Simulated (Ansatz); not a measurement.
# Amorphous SiCO: valence band and core levels, part 2 of 6

How wide do site differences make the core lines of amorphous SiCO?

Ansatz 0.2.0; DFT, PBEsol, plane-wave PAW, default files, scalar-relativistic.

So far. Step 2 (Dynamics at 3500 K): Beyond half the shortest lattice vector, 3.8 Å, g(r) counts periodic images.

**3. Dynamics at 1925 K**

A short run with the thermostat set to 1925 K, starting from rest and too brief to equilibrate, lets it settle further; the cutoff and mesh are cut down, since only a plausible structure is wanted.

Input file input.yaml:

```yaml
crystal:
  lattice:
    - [7.5090830355, 0.0, 0.0]
    - [0.0, 7.5090830355, 0.0]
    - [0.0, 0.0, 7.5090830355]
  atoms:
    - { symbol: Si, position: [0.9818749048, 0.7332105453, 1.1101880935] }
    - { symbol: Si, position: [0.2233099436, 0.5178240301, 0.3302930083] }
    - { symbol: Si, position: [0.8457731265, 0.2318525699, 0.7805783103] }
    - { symbol: Si, position: [0.5814902798, 1.0977677763, 0.3705185218] }
    - { symbol: Si, position: [0.3101024823, 0.9052046204, 0.8566056807] }
    - { symbol: Si, position: [0.4709743777, 0.7258142295, 0.50022939] }
    - { symbol: Si, position: [0.6534084223, 0.4750076888, 0.3631848391] }
    - { symbol: Si, position: [0.1948052842, 0.3105118263, 1.0024025715] }
    - { symbol: Si, position: [0.0318159652, 1.0287646508, 0.3879511131] }
    - { symbol: Si, position: [0.8670063409, 0.1223653873, 0.139642245] }
    - { symbol: O, position: [0.4115384876, 0.927700684, 0.3684220738] }
    - { symbol: O, position: [0.3752082942, 0.4773181609, 0.8058948968] }
    - { symbol: O, position: [0.0033457196, 0.3037572842, 1.1490023806] }
    - { symbol: O, position: [0.7646207493, 0.1183390324, -0.0472495304] }
    - { symbol: O, position: [1.0639566087, 0.6636353856, 0.295633117] }
    - { symbol: O, position: [0.4240900922, 0.1379138608, 0.5882699885] }
    - { symbol: O, position: [0.6626877726, 0.6823976248, 0.3975092204] }
    - { symbol: O, position: [0.7387085234, -0.0300478903, 0.2527911492] }
    - { symbol: O, position: [0.1430586179, 0.3541322328, 0.4452280012] }
    - { symbol: O, position: [0.413753819, 0.7150034244, 0.9344811362] }
    - { symbol: C, position: [0.8032899083, 0.3182670654, 0.3747744849] }
    - { symbol: C, position: [0.3416312726, 0.3451623108, 0.1651313448] }
    - { symbol: C, position: [0.4291541762, 0.6318032208, 0.7761399779] }
    - { symbol: C, position: [0.2107667313, 1.0365446791, 1.0198946374] }
    - { symbol: C, position: [0.0781980702, 1.0056811737, 0.1589925885] }
    - { symbol: C, position: [0.9690372719, 0.2558501307, 0.4411740011] }
    - { symbol: C, position: [0.7734883545, 1.0535659061, 0.607523132] }
    - { symbol: C, position: [0.4623892416, 1.0548945489, 0.7295077865] }
    - { symbol: C, position: [0.659987615, 1.0463160552, 0.7363309593] }
    - { symbol: C, position: [0.4978050286, 0.3754997099, 0.2427833783] }
kpoints:
  mp_grid: { grid: [1, 1, 1] }
scf:
  occupations: { method: fermi_dirac, width: 0.1 }
  n_extra_bands: 21
hamiltonian:
  xc: pbesol
  pseudopotentials: { kind: paw }
output:
  forces: true
basis:
  ecutwfc: 320
md:
  timestep: 1.5
  n_steps: 120
  ensemble: nvt_langevin
  temperature: 1925
  seed: 0
```

Started as:

```sh
$ ansatz run input.yaml --threads 8 --pin off --max-ram 40960MiB --backend cuda --events-out ev --progress --plain --runs-dir out
```

Numbers of over 12 decimals in the logs are rounded to 6 here.

What it wrote:

```text
[...]
Crystal: 30 atoms, lattice volume = 423.410 Å³
Basis set: ecut = 320 eV, 5449 PW (Γ), exchange–correlation on 90×90×90 points (8 copies of the dense FFT grid, shifted against one another)
Bands: 91, of which v1, the nominal top of the filled ones, is band 70 counted from 1 (69 counted from 0)
Symmetry: 1 space group operations
k-points: 1
[...]
SCF iter   1: F=—  HF=-14262.838332 eV  |F-HF|=—  |Δ(HF+E_count)|=         —  Δρ=2.04e-2  dr2=1.76e0  ethr=1.77e-3  ⟨swp⟩=7.0  Hψ=429  notcnv=0  defer=4
[...]
SCF iter   2: F=—  HF=-14263.159090 eV  |F-HF|=—  |Δ(HF+E_count)|=   3.21e-1  Δρ=2.58e-2  dr2=3.09e0  ethr=1.25e-3  ⟨swp⟩=3.0  Hψ=208  notcnv=0  defer=3
[...]
SCF iter  11: F=-14262.435634 eV  HF=-14262.435634 eV  |F-HF|=4.46e-9  |Δ(HF+E_count)|=   1.84e-8  Δρ=2.02e-6  dr2=1.69e-8  ethr=2.14e-11  ⟨swp⟩=5.0  Hψ=326  notcnv=0
SCF 1 converged in 11 iterations: F = -14262.435634 eV  dr2 = 1.69e-8
[...]
md step     0: t =     0.00 fs  T =     0.0 K  F+E_penalty+E_count = -14262.43563425 eV  E_kin = 0.000000 eV  (11 SCF iters)
[...]
md step     2: t =     3.00 fs  T =   339.8 K  F+E_penalty+E_count = -14263.21866723 eV  E_kin = 1.317523 eV  (9 SCF iters)
[...]
md step     4: t =     6.00 fs  T =   793.5 K  F+E_penalty+E_count = -14264.73543386 eV  E_kin = 3.076845 eV  (10 SCF iters)
[... from here on, the SCF cycles and remarks between the steps are left out ...]
md step     6: t =     9.00 fs  T =  1343.0 K  F+E_penalty+E_count = -14266.33616388 eV  E_kin = 5.207788 eV  (8 SCF iters)
md step     8: t =    12.00 fs  T =  1749.9 K  F+E_penalty+E_count = -14267.84083519 eV  E_kin = 6.785599 eV  (8 SCF iters)
md step    10: t =    15.00 fs  T =  1882.1 K  F+E_penalty+E_count = -14268.03457280 eV  E_kin = 7.298404 eV  (10 SCF iters)
md step    12: t =    18.00 fs  T =  1845.8 K  F+E_penalty+E_count = -14267.87511252 eV  E_kin = 7.157711 eV  (8 SCF iters)
md step    14: t =    21.00 fs  T =  1839.8 K  F+E_penalty+E_count = -14268.04904086 eV  E_kin = 7.134189 eV  (8 SCF iters)
md step    16: t =    24.00 fs  T =  1871.0 K  F+E_penalty+E_count = -14267.71563657 eV  E_kin = 7.255214 eV  (8 SCF iters)
md step    18: t =    27.00 fs  T =  1898.3 K  F+E_penalty+E_count = -14267.43474158 eV  E_kin = 7.361042 eV  (8 SCF iters)
md step    20: t =    30.00 fs  T =  1768.3 K  F+E_penalty+E_count = -14267.27203372 eV  E_kin = 6.856995 eV  (10 SCF iters)
md step    22: t =    33.00 fs  T =  1795.9 K  F+E_penalty+E_count = -14266.97152651 eV  E_kin = 6.964243 eV  (8 SCF iters)
md step    24: t =    36.00 fs  T =  1574.1 K  F+E_penalty+E_count = -14266.68190467 eV  E_kin = 6.104224 eV  (8 SCF iters)
md step    26: t =    39.00 fs  T =  1594.9 K  F+E_penalty+E_count = -14266.76500674 eV  E_kin = 6.184679 eV  (8 SCF iters)
md step    28: t =    42.00 fs  T =  1627.4 K  F+E_penalty+E_count = -14267.17346070 eV  E_kin = 6.310740 eV  (7 SCF iters)
md step    30: t =    45.00 fs  T =  1572.6 K  F+E_penalty+E_count = -14267.44661588 eV  E_kin = 6.098127 eV  (9 SCF iters)
md step    31: t =    46.50 fs  T =  1681.7 K  F+E_penalty+E_count = -14267.54995298 eV  E_kin = 6.521283 eV  (7 SCF iters)
md step    32: t =    48.00 fs  T =  1806.7 K  F+E_penalty+E_count = -14267.63636129 eV  E_kin = 7.006213 eV  (7 SCF iters)
md step    33: t =    49.50 fs  T =  1776.7 K  F+E_penalty+E_count = -14267.68642878 eV  E_kin = 6.889683 eV  (7 SCF iters)
md step    34: t =    51.00 fs  T =  1673.1 K  F+E_penalty+E_count = -14267.65530490 eV  E_kin = 6.487897 eV  (7 SCF iters)
md step    35: t =    52.50 fs  T =  1557.1 K  F+E_penalty+E_count = -14267.53786785 eV  E_kin = 6.038078 eV  (7 SCF iters)
md step    36: t =    54.00 fs  T =  1619.5 K  F+E_penalty+E_count = -14267.42691527 eV  E_kin = 6.280162 eV  (8 SCF iters)
md step    37: t =    55.50 fs  T =  1589.3 K  F+E_penalty+E_count = -14267.36718502 eV  E_kin = 6.162967 eV  (8 SCF iters)
md step    38: t =    57.00 fs  T =  1680.7 K  F+E_penalty+E_count = -14267.30476665 eV  E_kin = 6.517350 eV  (8 SCF iters)
md step    39: t =    58.50 fs  T =  1698.8 K  F+E_penalty+E_count = -14267.22401175 eV  E_kin = 6.587642 eV  (8 SCF iters)
md step    40: t =    60.00 fs  T =  1905.8 K  F+E_penalty+E_count = -14267.13534693 eV  E_kin = 7.390128 eV  (9 SCF iters)
md step    41: t =    61.50 fs  T =  2011.9 K  F+E_penalty+E_count = -14266.96923611 eV  E_kin = 7.801829 eV  (7 SCF iters)
md step    42: t =    63.00 fs  T =  1938.1 K  F+E_penalty+E_count = -14266.69769630 eV  E_kin = 7.515562 eV  (7 SCF iters)
md step    43: t =    64.50 fs  T =  1870.4 K  F+E_penalty+E_count = -14266.38781386 eV  E_kin = 7.253004 eV  (7 SCF iters)
md step    44: t =    66.00 fs  T =  1724.6 K  F+E_penalty+E_count = -14266.09031901 eV  E_kin = 6.687588 eV  (8 SCF iters)
md step    45: t =    67.50 fs  T =  1577.8 K  F+E_penalty+E_count = -14265.93271711 eV  E_kin = 6.118556 eV  (8 SCF iters)
md step    46: t =    69.00 fs  T =  1583.8 K  F+E_penalty+E_count = -14265.94449109 eV  E_kin = 6.141631 eV  (8 SCF iters)
md step    47: t =    70.50 fs  T =  1741.9 K  F+E_penalty+E_count = -14266.02776383 eV  E_kin = 6.754720 eV  (8 SCF iters)
md step    48: t =    72.00 fs  T =  1699.0 K  F+E_penalty+E_count = -14266.10642842 eV  E_kin = 6.588370 eV  (7 SCF iters)
md step    49: t =    73.50 fs  T =  1860.6 K  F+E_penalty+E_count = -14266.18965507 eV  E_kin = 7.215117 eV  (8 SCF iters)
md step    50: t =    75.00 fs  T =  1840.8 K  F+E_penalty+E_count = -14266.23593005 eV  E_kin = 7.138148 eV  (9 SCF iters)
md step    51: t =    76.50 fs  T =  1937.1 K  F+E_penalty+E_count = -14266.24420990 eV  E_kin = 7.511611 eV  (7 SCF iters)
md step    52: t =    78.00 fs  T =  1875.9 K  F+E_penalty+E_count = -14266.23176155 eV  E_kin = 7.274508 eV  (7 SCF iters)
[...]
SCF iter   1: F=—  HF=-14266.302546 eV  |F-HF|=—  |Δ(HF+E_count)|=         —  Δρ=1.12e-3  dr2=4.93e-3  ethr=1.74e-5  ⟨swp⟩=5.0  Hψ=293  notcnv=0  defer=4
[...]
SCF iter   8: F=-14266.301649 eV  HF=-14266.301649 eV  |F-HF|=1.05e-8  |Δ(HF+E_count)|=   1.13e-8  Δρ=1.55e-6  dr2=1.43e-8  ethr=2.14e-11  ⟨swp⟩=4.0  Hψ=296  notcnv=0
SCF 54 converged in 8 iterations: F = -14266.301649 eV  dr2 = 1.43e-8
md step    53: t =    79.50 fs  T =  1878.3 K  F+E_penalty+E_count = -14266.30164911 eV  E_kin = 7.283606 eV  (8 SCF iters)
[...]
SCF iter   1: F=—  HF=-14266.574761 eV  |F-HF|=—  |Δ(HF+E_count)|=         —  Δρ=1.31e-3  dr2=7.00e-3  ethr=3.52e-5  ⟨swp⟩=5.0  Hψ=291  notcnv=0  defer=2
[...]
SCF iter   2: F=—  HF=-14266.573389 eV  |F-HF|=—  |Δ(HF+E_count)|=   1.37e-3  Δρ=6.07e-4  dr2=1.78e-3  ethr=5.00e-6  ⟨swp⟩=2.0  Hψ=165  notcnv=0  defer=2
[...]
SCF iter   5: F=—  HF=-14266.573037 eV  |F-HF|=—  |Δ(HF
```

It took 20 s on 1 × NVIDIA GB200 with 8 threads of Arm Neoverse V2, shared host; peak memory 1 GiB; 38 s of CPU time.

Rows from the run:

```
time (fs)  T (K)  potential (meV/atom)
      0.0      0                   0.0
     12.0   1750                -180.2
     24.0   1871                -176.0
     36.0   1574                -141.5
     48.0   1807                -173.4
     60.0   1906                -156.7
     72.0   1699                -122.4
     84.0   2229                -156.5
     96.0   2331                -165.4
    108.0   2137                -178.3
    120.0   1873                -184.1
    132.0   1854                -177.5
    144.0   1858                -227.8
    156.0   1875                -246.7
    168.0   2170                -280.0
    180.0   1996                -293.1
```

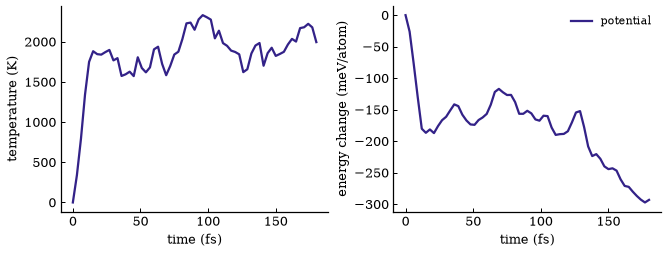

Temperature and energies against time.

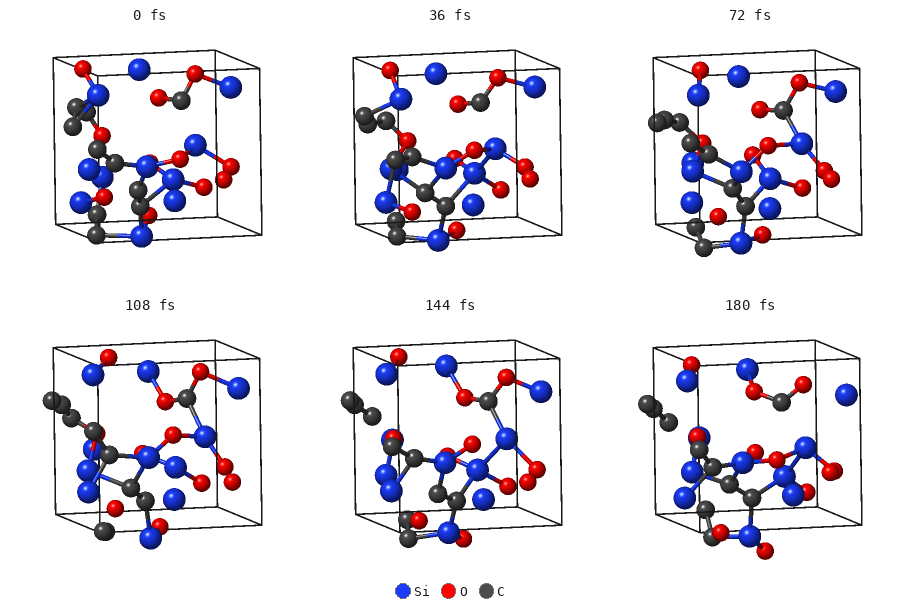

6 frames of the run. Bonds to atoms that aren't drawn are left out.

Mean square displacement at the end: Si 0.62 Å², O 0.63 Å², C 0.69 Å².

Positions (Å) and forces (eV/Å) at 180.0 fs:

```xyz
30
Lattice="7.509 0.000 0.000 0.000 7.509 0.000 0.000 0.000 7.509" Properties=species:S:1:pos:R:3:forces:R:3 pbc="T T T"
Si    7.781    6.471    8.051   -0.123   -3.041   -0.944
Si    2.053    4.510    2.106   -0.302   -2.287    2.032
Si    7.642    1.597    5.921   -2.885   -1.505    0.116
Si    4.354    8.379    2.209   -3.267   -1.476    0.282
Si    2.572    7.580    5.577   -2.184   -1.524    0.870
Si    3.479    5.901    3.179    0.504   -0.203    0.202
Si    5.271    3.464    2.415    1.129   -2.352   -0.739
Si    1.821    2.803    7.021    1.848   -0.197    2.661
Si    0.472    7.666    4.217    1.168    0.681   -1.477
Si    6.568    1.108    0.790    1.549    0.002    3.759
O     3.264    7.156    2.096   -0.451   -0.937   -0.565
O     2.816    3.372    5.891    1.767    2.614   -2.757
O     0.297    3.092    6.509    0.655    3.399    0.025
O     6.183    1.405   -0.696   -0.906    0.214   -1.754
O     8.229    5.173    1.508   -0.519    0.111   -0.390
O     4.349    1.130    3.787   -0.451   -0.780    2.782
O     4.804    4.922    2.526   -0.621    3.738    1.716
O     5.630    0.105    1.754    3.014   -1.252   -2.306
O     1.440    3.004    3.309   -2.807   -0.642   -2.289
O     2.689    5.623    6.121   -0.201    0.028   -0.684
C     6.747    2.471    2.090   -0.252    1.279    0.089
C     2.979    3.243    1.090   -2.897    0.331   -1.102
C     3.132    4.721    5.313   -1.035   -0.830    1.835
C     1.426    8.475    7.106    2.425   -0.635   -0.857
C     0.919    8.038    0.902   -0.574    2.232    0.722
C     7.909    2.171    2.770    3.269    0.644    0.635
C     6.552    6.943    5.096    1.331   -0.483   -0.401
C     4.064    7.239    4.528    1.330    1.429   -0.295
C     5.318    6.881    5.026   -0.670    0.042   -0.283
C     3.934    2.472    1.634    0.157    1.400   -0.883
```

The pair distribution g(r) has structure finer than the step of the table below, so its rows give means over 0.5 Å, whole bins alone (the curve runs from 0.0329 to 5.22 Å). Peaks (Å: height): Si–Si 2.27: 2.49, 2.53: 2.40, 2.99: 2.30, 4.57: 2.15; Si–O 1.68: 8.68, 3.45: 2.37, 5.03: 1.78; Si–C 1.87: 5.12, 2.07: 2.24, 2.86: 2.82, 4.76: 1.75; O–O 2.60: 1.71, 2.73: 1.72, 2.92: 1.95, 3.52: 1.87; O–C 1.28: 6.25, 3.06: 2.33, 4.04: 1.49, 4.70: 1.37.

From the last frames. Table of pair distribution g(r) by r; means over each step:

```
r (Å)  Si–Si   Si–O   Si–C    O–O    O–C
  0.5      0      0      0      0      0
  1.0      0      0      0      0  0.302
  1.5      0   2.92  0.330      0   1.21
  2.0  0.263  0.833   2.31  0.182  0.120
  2.5   1.27  0.179  0.843   1.23  0.795
  3.0   1.32  0.868   1.32  0.876   1.94
  3.5  0.635   1.38  0.772  0.980  0.975
  4.0  0.832  0.965   1.05  0.954  0.956
  4.5   1.01  0.813  0.871  0.689   1.03
```

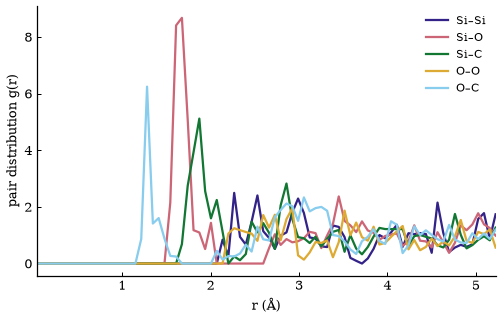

Pair distribution g(r) against r.

Beyond half the shortest lattice vector, 3.8 Å, g(r) counts periodic images.

This step gave:

```yaml
free_energy: -14271.2273 eV
energy_at_zero_smearing: -14271.1837 eV
smearing_term_ts: 0.08715 eV
fermi_energy: 5.010 eV
gap_by_band_count: 0.5656 eV
```

(Part 2 of 6 ends here.)

[Logs are printed without paths, hosts, clocks, repeated set-up lines and the standing remarks that a program may print on its own settings, such as how far it seeks lower states.]

[Hosts, paths, dates, database ids (printed as entryN), source tags and the programs' standing remarks are cut or masked in the printed files.]

[Maps of the electrostatic potential energy from Ansatz leave out the sawtooth potential of an applied field or a dipole correction, so their vacuum need not be flat; work functions include it.]
